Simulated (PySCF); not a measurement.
C3H12BNSi, SMILES CB(C)C[SiH2]N at its GFN2-xTB optimised geometry (Å):

```
18

Si    -1.1403    -1.8375     1.8246
N     -2.1206    -0.6326     2.5677
C     -0.8576    -1.2868     0.0161
B     -0.0849     0.0618     0.0000
C     -0.8588     1.4427     0.0000
C      1.4975     0.0618     0.0000
H      0.1608    -2.0816     2.4764
H     -1.9341    -3.0700     1.8772
H     -1.9054     0.3369     2.4011
H     -2.4234    -0.7629     3.5188
H     -1.8405    -1.2286    -0.4491
H     -0.3131    -2.0996    -0.4627
H     -0.5153     2.0996     0.7993
H     -1.9391     1.3446     0.0854
H     -0.6578     1.9795    -0.9275
H      1.8581    -0.0761    -1.0202
H      1.9391     0.9877     0.3632
H      1.9124    -0.7606     0.5800
```

Level of theory: PySCF with CAM-B3LYP/def2-SVP.

Map of the electrostatic potential (hartree/e), clipped to [-0.08, 0.12] on the plane z = 1.0 Å:

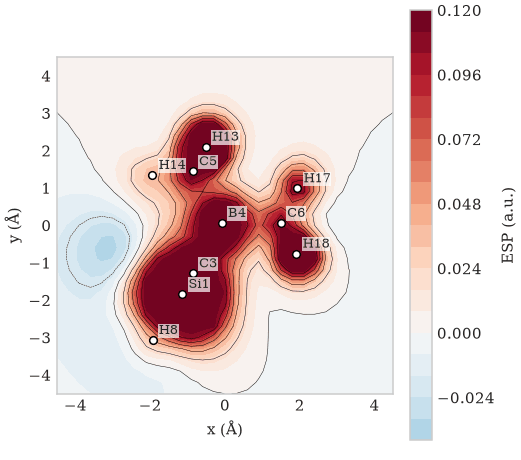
Figure: Electrostatic potential (hartree/e), clipped to [-0.08, 0.12] on the plane z = 1.0 Å.
